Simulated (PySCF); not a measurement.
| atom | x (Å) | y (Å) | z (Å) |
| --- | --- | --- | --- |
| Si | 0.4602 | 0.3097 | 0.6759 |
| Si | 0.4730 | 1.3602 | -1.4207 |
| Si | -0.8555 | -1.6235 | 0.8617 |
| F | -0.0312 | 1.3806 | 1.7974 |
| F | 1.9957 | -0.0691 | 1.0569 |
| H | 1.0174 | 0.3996 | -2.4281 |
| H | -0.9280 | 1.7184 | -1.7973 |
| H | 1.3184 | 2.5907 | -1.3884 |
| H | -2.2943 | -1.2428 | 0.7293 |
| H | -0.6282 | -2.2978 | 2.1745 |
| H | -0.4947 | -2.5543 | -0.2510 |

Geometry: PBE0-D3(BJ)/def2-SVP.

All numbers below come from PySCF 2.14.0, PBE0/pcSseg-2, SCF density, gas phase, non-relativistic.

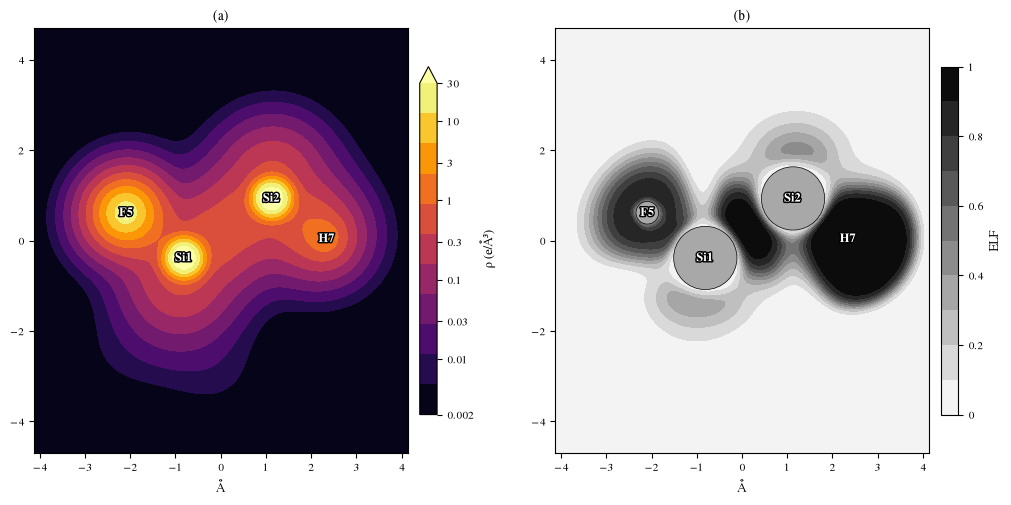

F₂H₆Si₃ (SMILES F[Si](F)([SiH3])[SiH3]). (a) electron density; (b) electron localisation function on the plane of atoms Si2, Si1 and F5. Grey discs cover the atomic cores in the ELF map.

**Read the bonding off the picture.**

The plane passes through Si, F and H nuclei. Si–F (1.63 Å): the density is about 1.1 e/Å³ at the midpoint; the ELF peaks at about 0.85 in the valence shell of F, 0.6 Å from its nucleus, and is about 0.50 at the midpoint. Si–Si (2.35 Å): ρ at the midpoint is about 0.67 e/Å³; the ELF peaks at about 1 between the atoms: localised, covalent bonding. Si–H (1.49 Å): ρ at the midpoint is about 0.79 e/Å³; the ELF climbs to about 1 towards the hydrogen, as it does in any bond to H. The ELF also peaks beside F5, away from the bonds: lone-pair regions.
